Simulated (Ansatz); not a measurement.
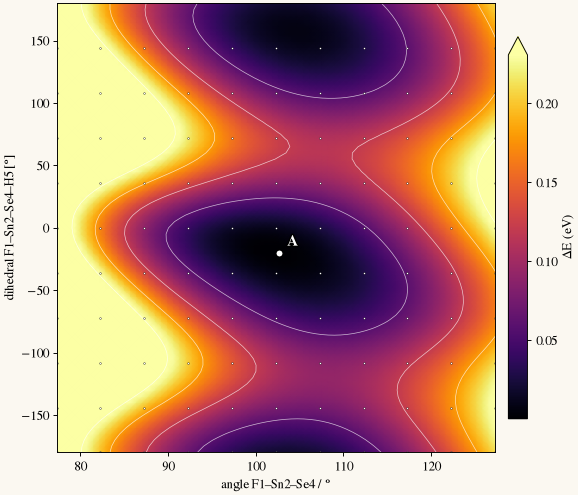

ClFHSeSn, SMILES [F][Sn]([Cl])[SeH], spin multiplicity 2. Coordinates scanned: (1) angle F1–Sn2–Se4; (2) dihedral F1–Sn2–Se4–H5. Nothing is relaxed (all other coordinates rigid). The grid has 11 × 10 points. Points are written as (first, second). All energies are given in eV relative to the relaxed molecule at the same level. All numbers below come from UKS PBE-D4/def2-SVP (Ansatz 0.2.0).

Drawn: a smooth colour map with a few white contour lines, dots at the grid points, one colour for all values above the top of the scale, the point A. Between grid points the surface is interpolated.

Question: Find the lowest pass out of the well at A.

Answer: The easiest path leads from the well at about (103°, −20°) to the well at about (105°, 160°), about 0.0075 eV higher (on a rigid scan; wells that are mirror images or exchange like atoms can differ by this much). Its highest point lies about 0.092 eV above the bottom of the first well on the interpolated surface, at about (108°, −120°). The start is the relaxed structure and all else is held, so a fully relaxed path at this level can only be lower.

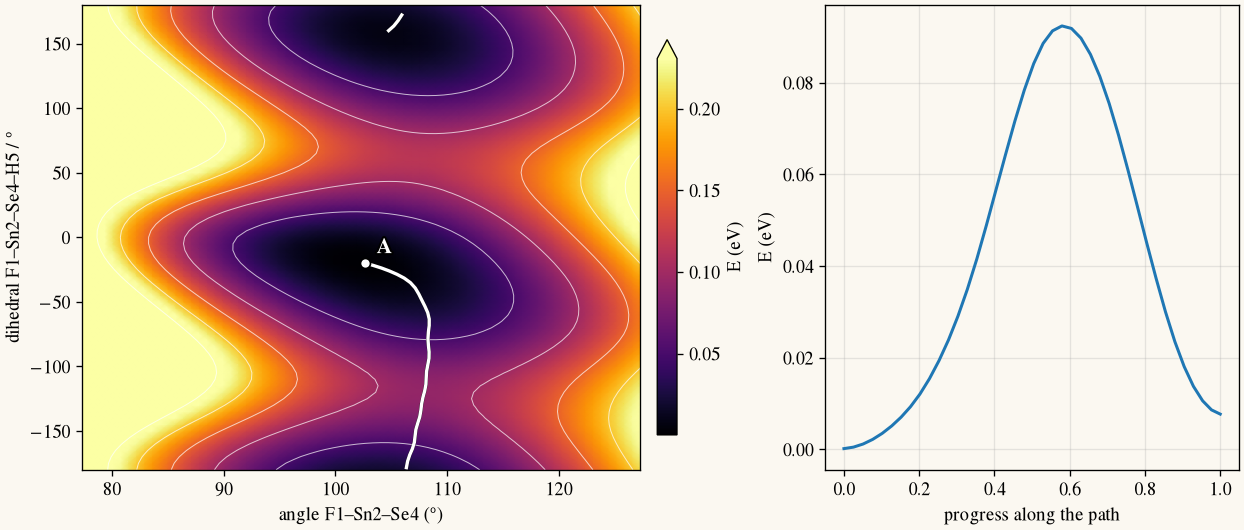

Drawn: a smooth colour map with a few white contour lines, a line along the lowest path, one colour for all values above the top of the scale, the energy along the path at the right. Between grid points the surface is interpolated.
